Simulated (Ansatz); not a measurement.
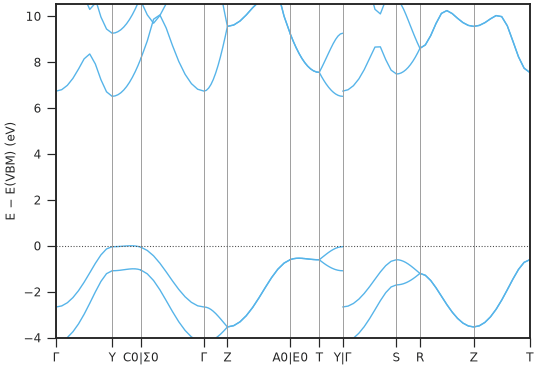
*Band structure from LDA in the plane-wave PAW code Ansatz*

Problem. Read off the gap and where the band edges lie.

Solution. About 6.5 eV (6.51 eV by a search for the band edges); maximum on the Y–C0 line, 66 % of the way from Y, minimum at Y.

The material is H in space group Cmcm (No. 63; H on 8f).

The first step of the workflow began from a Materials Project structure, measured or hypothetical; the Crystallography Open Database copy checked does not list it. It is not the usual solid phase (space group No. 194). Symmetry was held in the LDA relaxation; whether a distortion lowers the energy is not shown. The substance is a gas or liquid at ambient conditions. A crystal of weakly bound units computed without a dispersion correction: the cell and the soft elastic constants depend strongly on that.

Potentials: the later of the program's two PAW sets.
